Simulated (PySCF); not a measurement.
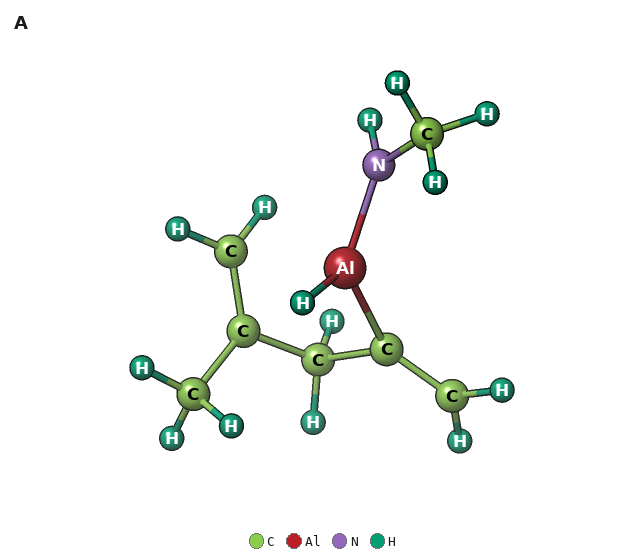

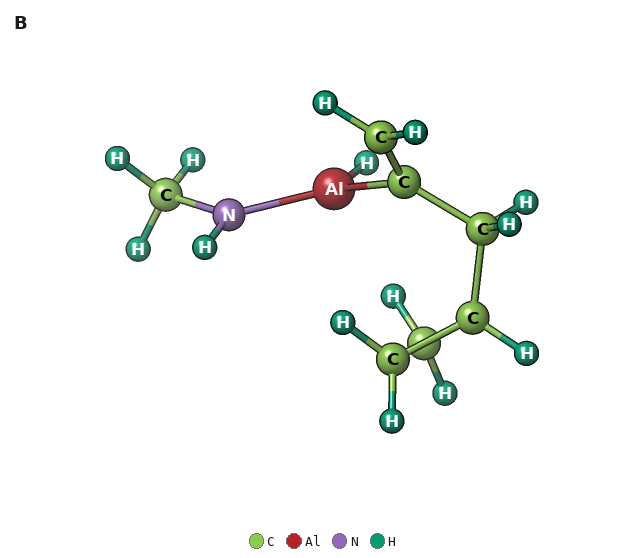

2 stationary structures of one formula. Geometries: GFN2-xTB. Electronic energies: PBE0/pcSseg-1 (PySCF 2.14.0), without zero-point energy. No frequency run is at hand to confirm each as a minimum. Each is one conformer, not always the lowest.

Rank them by energy, lowest first.

A is lowest; B lies 3.2 kcal/mol above it. A is `C=C(C)C[C](=C)[AlH][NH]C`, B is `C=[C](CC1CC1)[AlH][NH]C`.

The geometry is semi-empirical. Around Al such bond lengths and angles can be off by a tenth of an ångström or more and by several degrees, and values that hang on the shape move with them.
